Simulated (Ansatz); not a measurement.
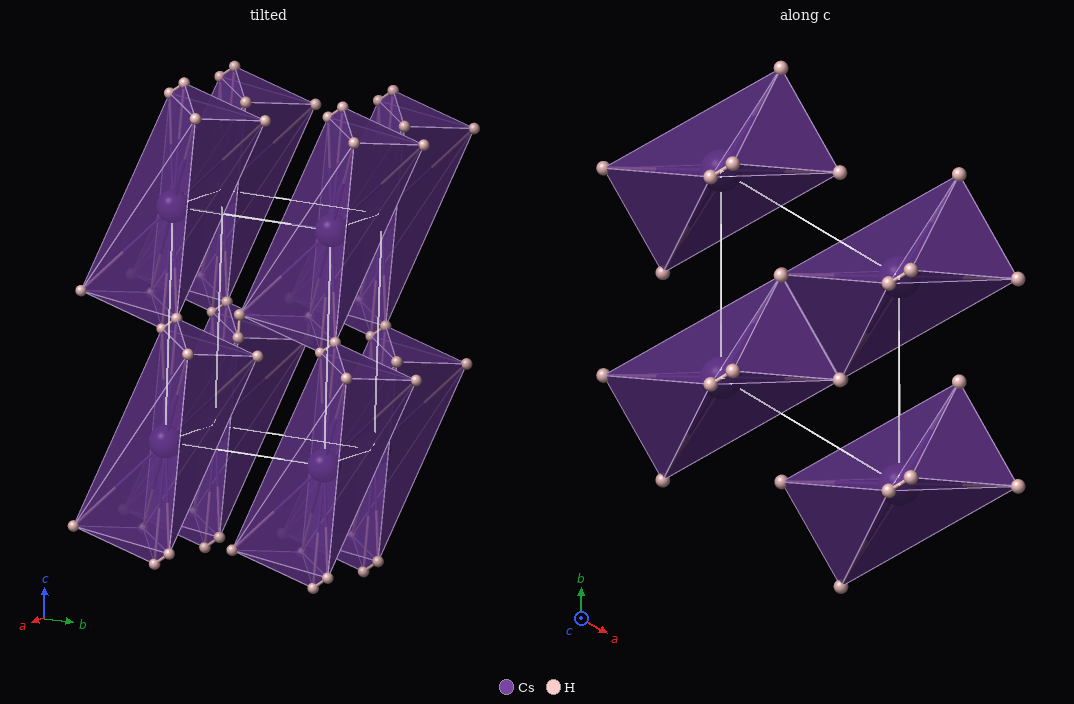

Polyhedral model, viewed slightly off an axis and along the c axis. The unit cell is drawn as a box. Some neighbours outside the box are added.

CsH6, a = 5.415 Å, b = 5.417 Å, c = 7.745 Å, α = 96.70°, β = 96.04°, γ = 119.62°. The cell started as a structure type filled with these elements by a generator (whether the compound takes this form wasn't checked). Earlier steps of the study, as a rule a relaxation of our own, may have changed the cell and positions, so they can lie some per cent off the listed ones. It was the input of a calculation with Ansatz.

This one geometry was computed with Ansatz (DFT, plane waves, PAW) at three levels of theory: r2SCAN, PBE and PBE with spin-orbit coupling.

**How does the band gap change with the level of theory?**

All levels give a metal.

**Collect the results in a table.**

| level | cutoff (eV) | k-mesh of the run's cell | gap (eV) | pressure (GPa) |
| --- | --- | --- | --- | --- |
| r2SCAN | 500 | 8×8×6 | metal | -0.2 |
| PBE | 420 | 8×8×6 | metal | 0.0 |
| PBE with spin-orbit coupling | 420 | 8×8×6 | metal | 0.0 |

Gaps are taken on the k-mesh or band path of each run.
